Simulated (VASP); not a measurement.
Energy against volume of GaN (zinc blende). These are vdW-DF-cx, VASP's PBE PAW potentials (set 64) (plane waves; VASP) values and carry that method's errors.

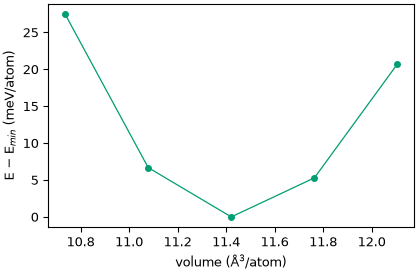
Figure: Energy against volume

Question: Estimate the equilibrium volume and the bulk modulus.

Answer: The minimum lies near 11.4 Å³/atom, and the curvature gives B0 of about 190 GPa.

Measured: a 4.500 Å at 300 K (computed value off by +0.1 %), as given by I. Vurgaftman et al., Journal of Applied Physics (2001), doi:10.1063/1.1368156. The calculation is for a static lattice, while the measured a holds thermal and zero-point effects, which are part of the difference.

The compound is GaN in the zinc blende structure, a metastable form; wurtzite is the usual one. It was relaxed first.
